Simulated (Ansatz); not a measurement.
# SiH₃+ (triplet): one geometry, many settings at distance Si1–H3 = 3.649 Å

What do other methods and options give for SiH₃+ (triplet) at this geometry, and how long do they take?

Computed with Ansatz 0.2.0, Gaussian basis. Level: the settings change from run to run.

15 further runs of the same task are left out: 11 that didn't finish, 4 set aside as unsound or not needed.

## Step 1: What is computed

The geometry derives from a PBE0/def2-TZVP stationary point (not a proven minimum). One bond is set to the value named and the two fragments are kept rigid.

4 atoms, charge 1, spin multiplicity 3.

Atoms are counted from 1 here; the program's logs count them from 0.

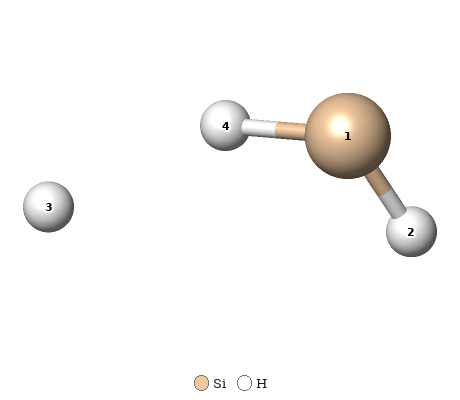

The structure; silicon light orange, hydrogen white; atoms are numbered from 1 in the order of the file.

As a file:

```xyz
4

Si   -0.0164    0.0825   -0.1381
H    -0.0164   -1.2106   -0.8828
H     0.9299   -0.7735    3.2806
H    -0.4557   -0.3149    1.4490
```

## Step 2: CCSDT(Q) on ROHF/6-31G

File in.yaml:

```yaml
crystal:
  periodic: [false, false, false]
  atoms:
    - {symbol: Si, position_ang: [-0.016427, 0.082510, -0.138054]}
    - {symbol: H, position_ang: [-0.016427, -1.210637, -0.882786]}
    - {symbol: H, position_ang: [0.929896, -0.773538, 3.280551]}
    - {symbol: H, position_ang: [-0.455748, -0.314902, 1.449000]}
basis:
  gaussian: {orbitals: 6-31G, point_charges: [{charge: 0.50, position_ang: [4.548, -0.405, 0.660]}]}
total_charge: 1
magnetization: {spin_polarized: false, initial_magnetization: 2}
hamiltonian: {pseudopotentials: {relativity: scalar}}
correlation: {method: ccsdt_q, electrons: outside_noble_gas}
scf: {lower_state_search: full}
```

Run with:

```bash
$ ansatz run in.yaml --threads 1 --pin off --events-out ev --progress --plain --max-ram 2393MiB
```

Standard output (excerpt; [...] marks lines left out):

```text
Functional definition: HF
  name "HF"
  cite "Fock, Z. Phys. 61, 126 (1930) doi:10.1007/BF01340294"
  parent pbe
[...]
395 factors; integrals over basis functions are off by at most 5.9e-8 eV
[...]
mean field -7908.91955890 eV, -290.6474329312 hartree, gradient 8.7e-6 eV, S^2 2.000000; 6 other end points of the search recorded, 0 dependent functions left out
5 core orbitals not correlated: weight in the atoms' cores, before any rotation towards them, 1.000 or more for the frozen orbitals, at most 0.000 for the correlated occupied ones
reference -7908.91955890 eV, -290.6474329312 hartree; 4, 2 occupied and 10, 12 virtual orbitals, 395 factors
second order -0.98476772 eV of doubles, -0.01272175 eV of singles
cycle   1  -1.30225726 eV  change   -3.0e-1 eV  update   5.4e-2
[...]
cycle  17  -1.53042553 eV  change    5.7e-7 eV  update   5.6e-7
perturbative correction -0.00036753 eV, -0.0000135066 hartree
Total energy: -7910.45035196 eV, -290.7036885387 hartree
Relativity: scalar
```

It took 0.69 s on 1 thread of AMD EPYC 7B13, shared host.

From the report: correlation -1.5308 eV; T1 0.016; largest double amplitude 0.06.

## Step 3: CASSCF(6,6)/6-31G*

File in.yaml:

```yaml
crystal:
  periodic: [false, false, false]
  atoms:
    - {symbol: Si, position_ang: [-0.016427, 0.082510, -0.138054]}
    - {symbol: H, position_ang: [-0.016427, -1.210637, -0.882786]}
    - {symbol: H, position_ang: [0.929896, -0.773538, 3.280551]}
    - {symbol: H, position_ang: [-0.455748, -0.314902, 1.449000]}
basis:
  gaussian: {orbitals: "6-31G*"}
total_charge: 1
magnetization: {spin_polarized: false, initial_magnetization: 2}
correlation: {active_space: {window: {electrons: 6, orbitals: 6}}}
```

The command is unchanged.

Standard output:

```text
Functional definition: HF
  name "HF"
  cite "Fock, Z. Phys. 61, 126 (1930) doi:10.1007/BF01340294"
  parent pbe
  exchange = exact_x
  correlation = 0
263 factors; integrals over basis functions are off by at most 8.7e-4 eV
mean field evaluation 1: about -7894.2257 eV, gradient 8.3e0 eV
mean field evaluation 2: about -7894.2283 eV, gradient 8.3e0 eV
mean field evaluation 4: about -7896.2074 eV, gradient 2.3e0 eV
mean field evaluation 8: about -7896.3640 eV, gradient 1.7e-1 eV
mean field evaluation 16: about -7890.6153 eV, gradient 5.7e0 eV
mean field -7896.36521873 eV, -290.1860694398 hartree, gradient 2.2e-6 eV, S^2 2.000000; 2 other end points of the search recorded, 0 dependent functions left out
reference -7896.36521873 eV, -290.1860694398 hartree; 9, 7 occupied and 16, 18 virtual orbitals, 263 factors
state -7897.38540994 eV, -290.2235607754 hartree
Total energy: -7897.38540994 eV, -290.2235607754 hartree
```

Run time: 0.54 s. Hardware: 1 thread of AMD EPYC 7B13, shared host.

From the report: 400 determinants; active occupations 1.98, 1.96, 1.00, 1.00, 0.04, 0.02.

## Step 4: CCSD(T)/6-31G*

Edit in.yaml of step 3 so:

```diff
@@ -11,2 +11,4 @@
 magnetization: {spin_polarized: false, initial_magnetization: 2}
-correlation: {active_space: {window: {electrons: 6, orbitals: 6}}}
+hamiltonian: {xc: {name: PBE0}}
+correlation: {method: ccsd_t, electrons: outside_noble_gas}
+scf: {omitted_lower_state_checks: [cluster_reference]}
```

Launched as before.

Standard output (excerpt; [...] marks lines left out):

```text
Functional definition: PBE0
  name "PBE0"
  cite "Adamo & Barone, J. Chem. Phys. 110, 6158 (1999) doi:10.1063/1.478522"
  cite "Perdew, Burke & Ernzerhof, Phys. Rev. Lett. 77, 3865 (1996) doi:10.1103/PhysRevLett.77.3865"
  parent pbe
[...]
263 factors; integrals over basis functions are off by at most 8.7e-4 eV
[...]
mean field -7908.13884849 eV, -290.6187423531 hartree, gradient 2.7e-6 eV, S^2 2.000000; 1 other end points of the search recorded, 0 dependent functions left out
5 core orbitals not correlated: weight in the atoms' cores, before any rotation towards them, 1.000 or more for the frozen orbitals, at most 0.000 for the correlated occupied ones
reference -7896.13266630 eV, -290.1775232954 hartree; 4, 2 occupied and 16, 18 virtual orbitals, 263 factors
second order -1.50853058 eV of doubles, -0.16159445 eV of singles
cycle   1  -2.00357376 eV  change   -3.3e-1 eV  update   5.1e-2
[...]
cycle  13  -2.17491172 eV  change    3.4e-6 eV  update   4.0e-6
perturbative correction -0.04593238 eV, -0.0016879840 hartree
Total energy: -7898.35351040 eV, -290.2591378109 hartree
Checks for a lower state left out: cluster_reference
```

It took 0.88 s on 1 thread of AMD EPYC 7B13, shared host.

From the report: correlation -2.2208 eV; T1 0.032; largest double amplitude 0.06. The orbitals are Kohn-Sham ones, so correlation energy and T1 don't compare with those on Hartree-Fock orbitals.

## Step 5: CCSDT on ROHF/cc-pVDZ

Edit in.yaml of step 4 so:

```diff
@@ -8,7 +8,6 @@
 basis:
-  gaussian: {orbitals: "6-31G*"}
+  gaussian: {orbitals: cc-pVDZ}
 total_charge: 1
 magnetization: {spin_polarized: false, initial_magnetization: 2}
-hamiltonian: {xc: {name: PBE0}}
-correlation: {method: ccsd_t, electrons: outside_noble_gas}
-scf: {omitted_lower_state_checks: [cluster_reference]}
+correlation: {method: ccsdt, electrons: valence}
+scf: {lower_state_search: off}
```

Same command.

Standard output (excerpt; [...] marks lines left out):

```text
Functional definition: HF
  name "HF"
  cite "Fock, Z. Phys. 61, 126 (1930) doi:10.1007/BF01340294"
  parent pbe
[...]
596 factors; integrals over basis functions are off by at most 1.9e-7 eV
[...]
mean field -7896.93919945 eV, -290.2071628422 hartree, gradient 2.5e-6 eV, S^2 2.000000; 0 other end points of the search recorded, 0 dependent functions left out
5 core orbitals not correlated: weight in the atoms' cores, before any rotation towards them, 1.000 or more for the frozen orbitals, at most 0.000 for the correlated occupied ones
reference -7896.93919945 eV, -290.2071628422 hartree; 4, 2 occupied and 24, 26 virtual orbitals, 596 factors
second order -1.75007455 eV of doubles, -0.03238322 eV of singles
cycle   1  -2.19528672 eV  change   -4.1e-1 eV  update   5.8e-2
[...]
cycle  18  -2.47454336 eV  change    5.0e-7 eV  update   4.4e-7
Total energy: -7899.41374281 eV, -290.2981006334 hartree
Checks for a lower state left out: stability, starts, cluster_reference, orbital_swaps, neighbouring_geometries, increment
```

Wall time 2.1 s (1 thread of AMD EPYC 7B13, shared host).

From the report: correlation -2.4745 eV; T1 0.025; largest double amplitude 0.06.

## Step 6: CASSCF(2,4)/def2-SVP

Edit in.yaml of step 5 so:

```diff
@@ -8,6 +8,5 @@
 basis:
-  gaussian: {orbitals: cc-pVDZ}
+  gaussian: {orbitals: def2-SVP}
 total_charge: 1
 magnetization: {spin_polarized: false, initial_magnetization: 2}
-correlation: {method: ccsdt, electrons: valence}
-scf: {lower_state_search: off}
+correlation: {active_space: {window: {electrons: 2, orbitals: 4}}}
```

Same command.

Standard output:

```text
Functional definition: HF
  name "HF"
  cite "Fock, Z. Phys. 61, 126 (1930) doi:10.1007/BF01340294"
  parent pbe
  exchange = exact_x
  correlation = 0
324 factors; integrals over basis functions are off by at most 1.3e-3 eV
mean field evaluation 1: about -7892.6584 eV, gradient 8.4e0 eV
mean field evaluation 2: about -7892.6589 eV, gradient 8.4e0 eV
mean field evaluation 4: about -7894.3230 eV, gradient 1.3e0 eV
mean field evaluation 8: about -7894.3638 eV, gradient 1.1e-1 eV
mean field -7894.36425558 eV, -290.1125354003 hartree, gradient 9.6e-7 eV, S^2 2.000000; 1 other end points of the search recorded, 0 dependent functions left out
reference -7894.36425558 eV, -290.1125354003 hartree; 9, 7 occupied and 24, 26 virtual orbitals, 324 factors
state -7894.36624551 eV, -290.1126085290 hartree
Total energy: -7894.36624551 eV, -290.1126085290 hartree
```

It took 0.6 s on 1 thread of AMD EPYC 7B13, shared host.

From the report: 16 determinants; active occupations 1.00, 1.00, 0.00, 0.00.

## Step 7: CCSD(T) on ROHF/aug-cc-pVDZ

Edit in.yaml of step 6 so:

```diff
@@ -8,5 +8,5 @@
 basis:
-  gaussian: {orbitals: def2-SVP}
+  gaussian: {orbitals: aug-cc-pVDZ}
 total_charge: 1
 magnetization: {spin_polarized: false, initial_magnetization: 2}
-correlation: {active_space: {window: {electrons: 2, orbitals: 4}}}
+correlation: {method: ccsd_t, electrons: all}
```

Launched as before.

Standard output (excerpt; [...] marks lines left out):

```text
Functional definition: HF
  name "HF"
  cite "Fock, Z. Phys. 61, 126 (1930) doi:10.1007/BF01340294"
  parent pbe
[...]
529 factors; integrals over basis functions are off by at most 9.0e-4 eV
[...]
mean field -7896.99756710 eV, -290.2093078136 hartree, gradient 3.1e-6 eV, S^2 2.000000; 1 other end points of the search recorded, 0 dependent functions left out
reference -7896.99756710 eV, -290.2093078136 hartree; 9, 7 occupied and 45, 47 virtual orbitals, 529 factors
second order -2.00961209 eV of doubles, -0.03309162 eV of singles
cycle   1  -2.45878048 eV  change   -4.2e-1 eV  update   5.6e-2
[...]
cycle  11  -2.67517359 eV  change   -1.3e-6 eV  update   1.4e-5
perturbative correction -0.05867904 eV, -0.0021564148 hartree
Total energy: -7899.73141972 eV, -290.3097750444 hartree
```

It took 3.5 s on 1 thread of AMD EPYC 7B13, shared host.

From the report: correlation -2.7339 eV; T1 0.015; largest double amplitude 0.06.

## Step 8: All runs side by side

Where basis and cores are those of an earlier FCI/cc-pVDZ run (-7899.4146 eV), and the state is the same kind, the miss against it is given.

```csv
level,correlated,functions,energy (eV),from FCI (meV),time
"CCSDT(Q) on ROHF/6-31G (beside a point charge, relativity set)",outside noble gas,19,-7910.4504,,0.69 s
"CASSCF(6,6)/6-31G*",,25,-7897.3854,,0.54 s
CCSD(T)/6-31G* (on PBE0 orbitals),outside noble gas,25,-7898.3535,,0.88 s
CCSDT on ROHF/cc-pVDZ,valence,33,-7899.4137,0.8,2.1 s
"CASSCF(2,4)/def2-SVP",,33,-7894.3662,,0.6 s
CCSD(T) on ROHF/aug-cc-pVDZ,all,54,-7899.7314,,3.5 s
```

## Step 9: Summary of results

| quantity | value |
| --- | --- |
| runs | 6 |
| quickest | CASSCF(6,6)/6-31G*, 0.54 s |
| slowest | CCSD(T) on ROHF/aug-cc-pVDZ, 3.5 s |

In words: Total energies in different bases, with other cores or another treatment of relativity can't be set against each other. CCSD(T) on ROHF/aug-cc-pVDZ took 6 times as long as CASSCF(6,6)/6-31G*; the jobs differ in more than the method.
